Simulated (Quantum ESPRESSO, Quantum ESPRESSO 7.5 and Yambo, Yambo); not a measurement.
# KI (Fm-3m): G0W0 on several meshes in Yambo

How does the mesh move the gap of KI (Fm-3m)?

Program: Quantum ESPRESSO 7.5 and Yambo 5.3.0. Level of theory: PBE and many-body steps on it, plane waves. Results are calculated unless marked as measured.

### Step 1. The starting structure

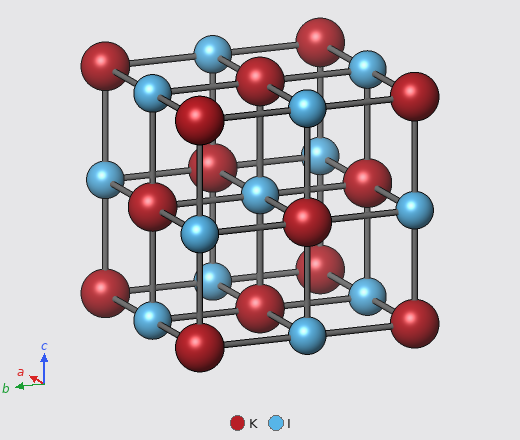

The starting structure, seen from a free direction (potassium red, iodine blue). This picture shows the conventional cell, with its axes. Some periodic images of atoms are drawn too.

Structure file:

```cif
data_structure
_symmetry_space_group_name_H-M 'P 1'
_symmetry_Int_Tables_number 1
_cell_length_a 4.9961
_cell_length_b 4.9961
_cell_length_c 4.9961
_cell_angle_alpha 60.000
_cell_angle_beta 60.000
_cell_angle_gamma 60.000
_cell_volume 88.18
loop_
_atom_site_label
_atom_site_type_symbol
_atom_site_fract_x
_atom_site_fract_y
_atom_site_fract_z
_atom_site_occupancy
K1 K 0.00000 0.00000 0.00000 1
I2 I 0.50000 0.50000 0.50000 1
```

The cell and positions come from the Crystallography Open Database and are kept as given unless a step says otherwise. Spin-orbit coupling is left out unless a step names it.

### Step 2. Empty states on the mesh, 4×4×4 mesh, 384 bands

This step: Quantum ESPRESSO 7.5; DFT, PBE, plane waves, norm-conserving pseudopotentials.

The sums over transitions need many empty states on a uniform mesh; this step solves for them.

pw.in reads:

```
&control
  calculation = 'nscf'
  prefix = 'x'
  outdir = 'o'
  pseudo_dir = 'pseudo'
/
&system
  ibrav = 0
  nat = 2
  ntyp = 2
  ecutwfc = 76.0
  nbnd = 384
  force_symmorphic = .true.
/
&electrons
  conv_thr = 1e-9
  electron_maxstep = 80
  diago_full_acc = .true.
  diago_thr_init = 5e-6
/
ATOMIC_SPECIES
  K 39.098 K.upf
  I 126.9 I.upf
CELL_PARAMETERS angstrom
  0.0000000000 3.5327750000 3.5327750000
  3.5327750000 0.0000000000 3.5327750000
  3.5327750000 3.5327750000 -0.0000000000
ATOMIC_POSITIONS crystal
  K 0.0000000000 0.0000000000 0.0000000000
  I 0.5000000000 0.5000000000 0.5000000000
K_POINTS automatic
  4 4 4 0 0 0
```

Launch:

```sh
OMP_NUM_THREADS=1 mpirun -n 4 pw.x -nk 4 -in pw.in > pw.out
```

What it wrote:

```text
Program PWSCF v.7.5 starts

     This program is part of the open-source Quantum ESPRESSO suite
     for quantum simulation of materials; please cite
         "P. Giannozzi et al., J. Phys.:Condens. Matter 21 395502 (2009);
         "P. Giannozzi et al., J. Phys.:Condens. Matter 29 465901 (2017);
         "P. Giannozzi et al., J. Chem. Phys. 152 154105 (2020);
     in publications or presentations arising from this work. More details at

     Atomic positions and unit cell read from directory:
     o/x.save/

     Message from routine setup:
[...]
-170.5835-117.4418-117.4417-117.4417 -39.8399 -39.8399 -39.8382 -39.8285
[...]
[... 36 further rows ...]
   142.2522 142.4195 142.4195 142.5843 143.1703 143.7223 143.7223 144.2550
   144.2550 144.9496 144.9496 145.4800 145.8483 145.8483 145.9045 146.0187

          k = 0.3536 0.0000 0.0000 (  6643 PWs)   bands (ev):

     [... further k-points ...]

     highest occupied, lowest unoccupied level (ev):     2.8347    6.8023

     XML data file, pseudopotentials, collected wavefunctions

=------------------------------------------------------------------------------=
   JOB DONE.
=------------------------------------------------------------------------------=
```

Elapsed: 97 s, on 4 MPI ranks of Intel Xeon Platinum 8259CL at 2.50GHz (Skylake/Cascade Lake), shared host; peak memory 1.2 GiB; 6.5 min of CPU time.

Numbers from this step:

- gap: 3.968 eV
- k of the valence top: 0, 0, 0
- k of the conduction bottom: 0, 0, 0
- least direct gap: 3.968 eV
- k points computed: 8
- lowest point of the top converged band, above the valence top: 142.3339 eV

On this mesh the gap is 3.968 eV.

The density comes from a self-consistent run that is not shown.

### Step 3. Conversion and set-up

This step: Yambo 5.3.0; conversion and set-up on PBE, plane waves, norm-conserving pseudopotentials.

The states are converted to the many-body program's format and the q mesh is built.

Launch:

```sh
(cd o/x.save; p2y > p2y.log; mv SAVE ../..); yambo > setup.log
```

What it wrote:

```text
 Yambo, version 5.3.0

 [02] CORE Variables Setup
 =========================

  [02.01] Unit cells
  ==================

  Cell kind             :  FCC
  Atoms in the cell     :  K  I
  number of K  atoms    :  1
  number of I  atoms    :  1

  List of atomic masses
  Mass of K     :  39.09800
  Mass of I     :  126.9000

  List of atomic coordinates    : [cc]
  K1       :  0.000000  0.000000  0.000000  order 1
  I1       :  6.675977  6.675977  6.675977  order 2

  Alat factors          :  6.675977  6.675977  6.675977 [a.u.]
  Direct lattice volume :  595.0789 [a.u.]
[...]
==========================================

 IBZ Q-points                                      :   8
 BZ  Q-points                                      :   64

 K/Q-points units:
 rlu = crystal or reduced units; cc = cartesian coordinates; iku = interal k-units

 Q [1]          [rlu]:  0.000000  0.000000  0.000000
 Q [2]          [rlu]: -0.66843E-18 -0.66843E-18  0.25000
 Q [3]          [rlu]:  0.13369E-17  0.13369E-17 -0.50000
[...]
Q [7]          [rlu]: -0.40852E-17 -0.50000     -0.50000
 Q [8]          [rlu]:  0.250000 -0.500000 -0.250000

  [03.01] X indexes
  =================

   [03.01.01] Sigma indexes
   ========================

 [06] Game Over & Game summary
```

It took 6.4 s on 1 MPI rank; peak memory 0.26 GiB.

### Step 4. 4×4×4

Now the one-shot GW correction: screening in the RPA, then the self-energy of the levels asked for.

This step: G0W0 on PBE, plane waves, norm-conserving pseudopotentials.

gw2.in reads:

```
HF_and_locXC
gw0
dyson
ppa
em1d
rim_cut
RandQpts= 1000000
RandGvec= 1 RL
EXXRLvcs= 76 Ry
VXCRLvcs= 304 Ry
Chimod= "HARTREE"
% BndsRnXp
 1 | 167 |
%
NGsBlkXp= 11.5 Ry
% LongDrXp
 1 | 1 | 1 |
%
% GbndRnge
 1 | 167 |
%
DysSolver= "n"
ExtendOut
PPAPntXp= 27.21138 eV
% QPkrange
 1 | 1 | 16 | 19 |
%
```

Launch:

```sh
OMP_NUM_THREADS=1 mpirun -n 4 yambo -F gw2.in -J gw2 -C gw2 > gw2.log
```

What it wrote:

```text
 Yambo, version 5.3.0

 [02] CORE Variables Setup
 =========================

  [... cell, symmetries and grids as in the set-up ...]

  [02.05] Energies & Occupations
  ==============================

  [X] === General ===
  [X] Electronic Temperature                        :  0.000000  0.000000 [eV K]
  [X] Bosonic    Temperature                        :  0.000000  0.000000 [eV K]
  [X] Finite Temperature mode                       : no
  [X] El. density                                   :  0.38557E+24 [cm-3]
  [X] Fermi Level                                   :  2.834744 [eV]

  [X] === Gaps and Widths ===
  [X] Conduction Band Min                           :  3.967596 [eV]
  [X] Valence Band Max                              :  0.000000 [eV]
  [X] Filled Bands                                  :  17
  [X] Empty Bands                                   :    18   384
  [X] Direct Gap                                    :  3.967596 [eV]
  [X] Direct Gap localized at k                     :  1
  [X] Indirect Gap                                  :  3.967596 [eV]
  [X] Indirect Gap between kpts                     :  1  1
  [X] Last valence band width                       :  0.596216 [eV]
  [X] 1st conduction band width                     :  2.515619 [eV]

 [03] Transferred momenta grid and indexing
 ==========================================

 IBZ Q-points                                      :   8
 BZ  Q-points                                      :   64

 K/Q-points units:
 rlu = crystal or reduced units; cc = cartesian coordinates; iku = interal k-units

 Q [1]          [rlu]:  0.000000  0.000000  0.000000
 Q [2]          [rlu]: -0.66843E-18 -0.66843E-18  0.25000
 Q [3]          [rlu]:  0.13369E-17  0.13369E-17 -0.50000
 Q [4]          [rlu]:  0.20426E-17  0.25000      0.25000
 Q [5]          [rlu]:  0.31425E-16  0.25000      0.50000
 Q [6]          [rlu]:  0.13369E-17  0.25000     -0.25000
 Q [7]          [rlu]: -0.40852E-17 -0.50000     -0.50000
 Q [8]          [rlu]:  0.250000 -0.500000 -0.250000

 [04] Coloumb potential Random Integration (RIM)
 ===============================================

  [04.01] RIM initialization
  ==========================

  * Diagonal components only detected *

  8 x (sBL volume)        :  0.052104 [a.u.]
  sBZ random points       :  1000000
  Points outside the sBZ  :   7968281
  RL volume               :  0.416836 [a.u.]
  Integrated volume       :  0.418495 [a.u.]

  [04.02] RIM integrals
  =====================

  Gamma point sphere radius             :  0.067750 [a.u.]
  Points outside the sphere             :   800476
  [Int_sBZ(q=0) 1/q^2]*(Vol_sBZ)^(-1/3) =:  7.776341
                                 should be <:  7.795600

  Summary of Coulomb integrals for non-metallic bands |Q|[au] RIM/Bare

  Q [1] 0.100000E-4 0.997530 * Q [2] 0.203768 1.068480
  Q [4] 0.235291 1.066792 * Q [6] 0.332752 1.029814
  Q [5] 0.390186 1.022655 * Q [3] 0.407536 1.020683
  Q [7] 0.470582 1.017590 * Q [8] 0.526126 1.014612

 [WARNING] [Xp] User bands 1-167 break level degeneracy

 [05] Dipoles
 ============

  [05.01] Setup: observables and procedures
  =========================================

 [06] Dynamic Dielectric Matrix (PPA)
 ====================================

 [WR./gw2//ndb.pp]---------------------------------------------------------------
  Brillouin Zone Q/K grids (IBZ/BZ)                :    8   64    8   64
  RL vectors                                       :   7799 [WF]
  Coulomb cutoff potential                         : none
  Electronic Temperature                           :  0.000000 [K]
  Bosonic    Temperature                           :  0.000000 [K]
  PPA    diel. fun.  energies                      : Perdew, Burke & Ernzerhof(X)+Perdew, Burke & Ernzerhof(C)
  wavefunctions                                    : Perdew, Burke & Ernzerhof(X)+Perdew, Burke & Ernzerhof(C)
  Global Gauge                                     : length
  X matrix size                                    :   459
  X band range                                     :    1  167
  X e/h energy range                               : -1.000000 -1.000000 [eV]
  X Time ordering                                  : R
  X Hxc Kernel                                     : HARTREE
  X Drude frequency                                :  0.000000  0.000000
  X poles                                          :  100.0000 [o/o]
  RL vectors in the sum                            :   7799
  [r,Vnl] included                                 : yes
  Field direction                                  :  0.577350E-5  0.577350E-5  0.577350E-5
  BZ energy Double Grid                            : no
  BZ energy DbGd points                            : 0
  BZ Q point size factor                           : -1.000000
  X Optical Averaged directions                    : none

 [07] Local Exchange-Correlation + Non-Local Fock
 ================================================

 [VXC] Plane waves :   53377
 [EXS] Plane waves :   6735

 QP @ state[ 1 ] K range:  1  1
 QP @ state[ 1 ] b range:  16  19

 [xc] Functional : Perdew, Burke & Ernzerhof(X)+Perdew, Burke & Ernzerhof(C)
 [xc] LIBXC used to calculate xc functional
  PP Number of Atomic Species                      :  2
  NLCC RL compoments                               :   53377
  PP Number of Atomic Species                      :  2
  NLCC RL compoments                               :   53377

 [xc] E_xc :  -26.22148 [Ha]
      E_xc :  -52.44295 [Ry]

  Local XC kind (lXC) : Perdew, Burke & Ernzerhof(X)+Perdew, Burke & Ernzerhof(C)
  Non-Local XC kind (nlXC) : Hartree-Fock

  Corrections @ K [1] :  [eV]
 <16|nlXC|16> = -16.25149  0.18994E-18 <16|lXC|16> = -13.18414  0.000000
 <17|nlXC|17> = -16.25157  0.27936E-17 <17|lXC|17> = -13.18414  0.000000
 <18|nlXC|18> = -3.749256  0.81879E-18 <18|lXC|18> = -7.190462  0.000000
 <19|nlXC|19> = -3.670704 -0.12127E-17 <19|lXC|19> = -7.985012  0.000000

 [08] Dyson equation: Newton solver
 ==================================

  [08.01] G0W0 (W PPA)
  ====================

  [  GW  ] Bands range     :    1  167
  [GW/PPA] G damping       :  0.100000 [eV]

  QP @ state[ 1 ] K range:  1  1
  QP @ state[ 1 ] b range:  16  19

   Sc/G bands                                       :    1  167
   Sc/G damping                                     :  0.100000 ev
   Sc bands terminator                              : no
   Sx RL components                                 :   6735

   QP @ state[ 1 ] K range                          :  1  1
   QP @ state[ 1 ] b range                          :  16  19
   GF energies kind                                 : Perdew, Burke & Ernzerhof(X)+Perdew, Burke & Ernzerhof(C)
   GF WF`s kind                                     : Perdew, Burke & Ernzerhof(X)+Perdew, Burke & Ernzerhof(C)
   Xs energies kind                                 : Perdew, Burke & Ernzerhof(X)+Perdew, Burke & Ernzerhof(C)
   Xs WF`s kind                                     : Perdew, Burke & Ernzerhof(X)+Perdew, Burke & Ernzerhof(C)

 [11] Game Over & Game summary
```

Wall time 12 min (4 MPI ranks); peak memory 2.2 GiB; 50 min of CPU time.

Numbers from this step:

- G0W0 gap on the points computed: 6.052 eV
- starting gap on the mesh: 3.968 eV
- k of the valence top: 0, 0, 0
- k of the conduction bottom: 0, 0, 0
- least direct G0W0 gap on the computed points: 6.052 eV
- Z at the valence top: 0.8260
- Z at the conduction bottom: 0.8630

The gap on the mesh goes from 3.97 eV to 6.05 eV, a correction of +2.08 eV.

### Step 5. Empty states on the mesh, 2×2×2 mesh, 167 bands

This step: Quantum ESPRESSO 7.5; DFT, PBE, plane waves, norm-conserving pseudopotentials.

Edit pw.in of step 2 so:

```diff
@@ -11,3 +11,3 @@
   ecutwfc = 76.0
-  nbnd = 384
+  nbnd = 167
   force_symmorphic = .true.
@@ -31,2 +31,2 @@
 K_POINTS automatic
-  4 4 4 0 0 0
+  2 2 2 0 0 0
```

Launch:

```sh
OMP_NUM_THREADS=1 mpirun -n 4 pw.x -nk 4 -in pw.in > pw.out
```

What it wrote:

```text
[banner, memory and clock lines left out]
Program PWSCF v.7.5 starts

     Atomic positions and unit cell read from directory:
     o/x.save/

     Message from routine setup:
     using ibrav=0 with symmetry is DISCOURAGED, use correct ibrav instead

     Message from routine divide_et_impera:
     suboptimal parallelization: some nodes have no k-points

     G-vector sticks info

     bravais-lattice index     =            0
     lattice parameter (alat)  =       9.4413  a.u.
     unit-cell volume          =     595.0789 (a.u.)^3
     number of atoms/cell      =            2
[...]
[... 9 further rows ...]
[...]
77.8527  77.8527  77.8729  77.8729  78.2768  79.5785  80.0689

          k =-0.7071 0.0000 0.0000 (  6710 PWs)   bands (ev):

  -170.5836-117.4418-117.4418-117.4418 -39.8536 -39.8503 -39.8481 -39.8481
[...]
42.9515  42.9515  42.9669  42.9669  44.0348  44.0348  44.1837  44.2199
     [... 9 further rows ...]
    76.5809  76.8080  77.0111  77.6386  77.8957  78.0432  78.0432  78.6142
    78.6142  78.9551  78.9551  79.2452  79.3392  79.3392  80.1704

     highest occupied, lowest unoccupied level (ev):     2.8347    6.8023

     XML data file, pseudopotentials, collected wavefunctions
```

Wall time 20 s (4 MPI ranks); peak memory 0.55 GiB; 78 s of CPU time.

Numbers from this step:

```yaml
gap: 3.968 eV
k_of_the_valence_top: 0, 0, 0
k_of_the_conduction_bottom: 0, 0, 0
least_direct_gap: 3.968 eV
k_points_computed: 3
lowest_point_of_the_top_converged_band_above_the_valence_top: 77.0179 eV
```

On this mesh the gap is 3.968 eV.

[end of part 1 of 2]

[Paths, hosts, dates, memory and timing lines, banners, echoed tables and standing remarks are left out of the program output.]

[Logs are printed without paths, hosts, clocks, repeated set-up lines and the standing remarks that a program may print on its own settings, such as how far it seeks lower states.]

[Runs of the session that timed out or met a known fault of the program may be left out.]

[Hosts, paths, dates, database ids (printed as entryN), source tags and the programs' standing remarks are cut or masked in the printed files.]
